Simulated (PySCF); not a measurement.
**UCCSDT/STO-3G run of AlHSCl (SMILES [SH][Al][Cl])**

Aim: the energy change on altering one bond length of AlHSCl at UCCSDT/STO-3G, from 2 runs. 

Program for the calculation: PySCF 2.14.0.

8 further runs of the same task are left out: 8 set aside as unsound or not needed.

### Step 1. The molecule

AlHSCl has 4 atoms, charge 0, and is taken as a doublet. As SMILES, `[SH][Al][Cl]`. The shape is that of a PBE0-D4/def2-TZVP optimisation.

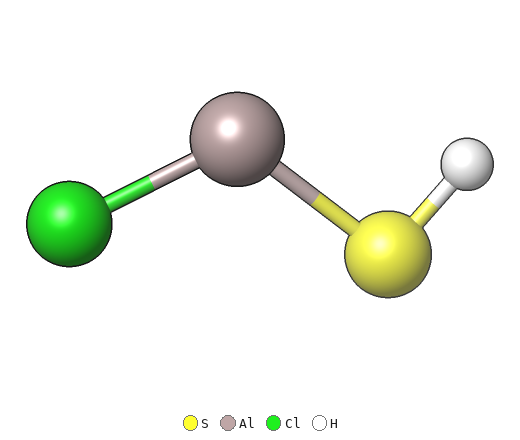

Viewed from a chosen angle; sulfur yellow, aluminium light grey, chlorine green, hydrogen white.

### Step 2. A single-point energy at UCCSDT/STO-3G

Contents of run.py:

```python
from pyscf import gto, cc

mol = gto.M(
    atom=[
    ('S', (0.439800, 0.984900, -0.744700)),
    ('Al', (-0.394100, -0.525900, 0.609100)),
    ('Cl', (0.226200, -2.507400, 0.251000)),
    ('H', (-0.216400, 1.988100, -0.135600)),
],
    spin=1,
    basis='sto-3g',
    max_memory=1860,
    charge=0,
    verbose=4,
)

mf = mol.UHF()
mf.conv_tol = 1e-10
mf.kernel()
if not mf.converged:
    mf = mf.newton().run(mf.mo_coeff, mf.mo_occ)

mycc = cc.CCSDT(mf, frozen=15)
mycc.kernel()
etot = mycc.e_tot
print('Final energy', etot)
```

The run is started by

```console
$ OMP_NUM_THREADS=1 python run.py
```

The program printed:

```text
PySCF version 2.14.0

[INPUT] num. atoms = 4
[INPUT] num. electrons = 47
[INPUT] charge = 0
[INPUT] spin (= nelec alpha-beta = 2S) = 1
[INPUT] symmetry False subgroup None
[INPUT] Mole.unit = angstrom
[INPUT] Symbol           X                Y                Z      unit          X                Y                Z       unit  Magmom
[INPUT]  1 S      0.439800000000   0.984900000000  -0.744700000000 AA    0.831101549584   1.861191260084  -1.407279044964 Bohr   0.0
[INPUT]  2 Al    -0.394100000000  -0.525900000000   0.609100000000 AA   -0.744741065691  -0.993806968909   1.151032182473 Bohr   0.0
[INPUT]  3 Cl     0.226200000000  -2.507400000000   0.251000000000 AA    0.427456049377  -4.738299284734   0.474321257266 Bohr   0.0
[INPUT]  4 H     -0.216400000000   1.988100000000  -0.135600000000 AA   -0.408936733356   3.756964508248  -0.256246862491 Bohr   0.0

nuclear repulsion = 156.154884413321
number of shells = 16
number of NR pGTOs = 84
number of NR cGTOs = 28
basis = sto-3g
ecp = {}

******** <class 'pyscf.scf.uhf.UHF'> ********
method = UHF
initial guess = minao
damping factor = 0
level_shift factor = 0
DIIS = <class 'pyscf.scf.diis.CDIIS'>
diis_start_cycle = 1
diis_space = 8
diis_damp = 0
SCF conv_tol = 1e-10
SCF conv_tol_grad = None
SCF max_cycles = 50
direct_scf = True
direct_scf_tol = 1e-13
number electrons alpha = 24  beta = 23
Set gradient conv threshold to 1e-05
init E= -1086.72080476282
[... the frontier-level lines of each cycle are left out ...]

[... 49 lines left out ...]
converged SCF energy = -1087.43215909881  <S^2> = 0.75874669  2S+1 = 2.0087276
[... 17 lines left out ...]
WARN: A large `blksize_v_aaa` is being used, which may cause large memory consumption
      for storing contraction intermediates. If memory is sufficient, consider using
      `pyscf.cc.uccsdt_highm.UCCSDT` instead.

WARN: A large `blksize_v_aab` is being used, which may cause large memory consumption
      for storing contraction intermediates. If memory is sufficient, consider using
      `pyscf.cc.uccsdt_highm.UCCSDT` instead.

Approximate memory usage estimate
    T3 memory                 153 KB
    R3 memory                 153 KB
    ERIs memory               669 KB
    T1-ERIs memory            669 KB
    Intermediates memory      669 KB
    Block workspace           633 KB
Init t2, MP2 energy = -0.0414685109568317
Init E_corr(UCCSDT) = -0.0414685109572643
cycle =  1  E_corr(UCCSDT) = -0.050530599483  dE = -9.062088526104e-03  norm(d tamps) = 6.84001376e-02
cycle =  2  E_corr(UCCSDT) = -0.055922958278  dE = -5.392358794744e-03  norm(d tamps) = 3.46943484e-02
cycle =  3  E_corr(UCCSDT) = -0.057419473228  dE = -1.496514949506e-03  norm(d tamps) = 1.87306506e-02
cycle =  4  E_corr(UCCSDT) = -0.059631101389  dE = -2.211628161191e-03  norm(d tamps) = 1.14604409e-02
cycle =  5  E_corr(UCCSDT) = -0.059590465667  dE =  4.063572220790e-05  norm(d tamps) = 3.45627860e-03
cycle =  6  E_corr(UCCSDT) = -0.059569350941  dE =  2.111472603816e-05  norm(d tamps) = 1.53029803e-03
cycle =  7  E_corr(UCCSDT) = -0.059594380113  dE = -2.502917210426e-05  norm(d tamps) = 6.39646812e-04
cycle =  8  E_corr(UCCSDT) = -0.059592064295  dE =  2.315817446231e-06  norm(d tamps) = 2.97929616e-04
cycle =  9  E_corr(UCCSDT) = -0.059595964142  dE = -3.899847158768e-06  norm(d tamps) = 1.67749513e-04
cycle = 10  E_corr(UCCSDT) = -0.059595470036  dE =  4.941059568581e-07  norm(d tamps) = 8.83240812e-05
cycle = 11  E_corr(UCCSDT) = -0.059595208392  dE =  2.616440976586e-07  norm(d tamps) = 2.93858478e-05
cycle = 12  E_corr(UCCSDT) = -0.059595520575  dE = -3.121824781946e-07  norm(d tamps) = 1.62286366e-05
cycle = 13  E_corr(UCCSDT) = -0.059595470276  dE =  5.029874963758e-08  norm(d tamps) = 7.99388872e-06
cycle = 14  E_corr(UCCSDT) = -0.059595478932  dE = -8.656103597793e-09  norm(d tamps) = 4.15410755e-06
cycle = 15  E_corr(UCCSDT) = -0.059595455307  dE =  2.362531664746e-08  norm(d tamps) = 1.92922024e-06
cycle = 16  E_corr(UCCSDT) = -0.059595444789  dE =  1.051808729696e-08  norm(d tamps) = 8.85810587e-07
UCCSDT converged
E(UCCSDT) = -1087.491754543598   E_corr = -0.059595444788754
E_corr(same-spin) = -0.00629816468367295
E_corr(oppo-spin) = -0.0532972801050811
Final energy -1087.491754543598
```

It took 1.9 s on 1 thread of Arm Neoverse V2, shared host; peak memory 0.12 GiB.

### Step 3. The distorted shape at the same level

Contents of input.py:

```python
from pyscf import gto, cc

mol = gto.M(
    atom='''
S    1.940815   3.704331  -3.181532
Al  -0.394100  -0.525900   0.609100
Cl   0.226200  -2.507400   0.251000
H    1.284615   4.707531  -2.572432
''',
    verbose=3,
    basis='sto-3g',
    spin=1,
    max_memory=1860,
)

mf = mol.UHF()
mf.conv_tol = 1e-10
mf.kernel()
if not mf.converged:
    mf = mf.newton().run(mf.mo_coeff, mf.mo_occ)

mycc = cc.CCSDT(mf, frozen=15)
mycc.kernel()
e_tot = mycc.e_tot
print(f'total energy: {e_tot:.8f} hartree')
```

The run is started by

```console
$ OMP_NUM_THREADS=1 python input.py
```

The program printed:

```text
WARN: HOMO 0.0532403869043399 >= LUMO 0.0532403986456967

converged SCF energy = -1087.36626167672  <S^2> = 0.75286944  2S+1 = 2.0028674
_make_eris_incore_UCCSDT

WARN: A large `blksize_v_aaa` is being used, which may cause large memory consumption
      for storing contraction intermediates. If memory is sufficient, consider using
      `pyscf.cc.uccsdt_highm.UCCSDT` instead.

WARN: A large `blksize_v_aab` is being used, which may cause large memory consumption
      for storing contraction intermediates. If memory is sufficient, consider using
      `pyscf.cc.uccsdt_highm.UCCSDT` instead.

UCCSDT converged
E(UCCSDT) = -1087.426690171819   E_corr = -0.06042849510052624
E_corr(same-spin) = -0.00225329479154859
E_corr(oppo-spin) = -0.0581752003089776
total energy: -1087.42669017 hartree
```

It took 1.5 s on 1 thread of Arm Neoverse V2, shared host; peak memory 0.12 GiB.

### Step 4. Outcome

At UCCSDT/STO-3G, 15 core orbitals frozen:

| quantity | value |
| --- | --- |
| first shape: total energy | -1087.49175 Eh |
| first shape: dipole moment (Hartree–Fock density) | 4.57 D |
| first shape: HOMO energy (Hartree–Fock orbitals) (highest over α and β) | -5.83 eV |
| first shape: LUMO energy (Hartree–Fock orbitals) (lowest over α and β) | 5.13 eV |
| first shape: correlation energy (15 core orbitals frozen) | -59.6 mEh |
| first shape: ⟨S²⟩ of the reference determinant | 0.759 |
| first shape: T1 diagnostic | 0.014 |
| distorted shape: total energy | -1087.42669 Eh |
| distorted shape: dipole moment (Hartree–Fock density) | 4.78 D |
| distorted shape: HOMO energy (Hartree–Fock orbitals) (highest over α and β) | -5.87 eV |
| distorted shape: LUMO energy (Hartree–Fock orbitals) (lowest over α and β) | 5.81 eV |
| distorted shape: correlation energy (15 core orbitals frozen) | -60.4 mEh |
| distorted shape: ⟨S²⟩ of the reference determinant | 0.753 |
| distorted shape: T1 diagnostic | 0.007 |
| energy change with the S1–Al2 bond stretched from 2.193 to 6.141 Å | 1.770 eV |

In words: With the S1–Al2 bond stretched from 2.193 to 6.141 Å the energy rises by 1.77 eV (41 kcal/mol). The first shape isn't relaxed at this level, so the change isn't measured from a minimum. The minimal basis adds a large error of its own.
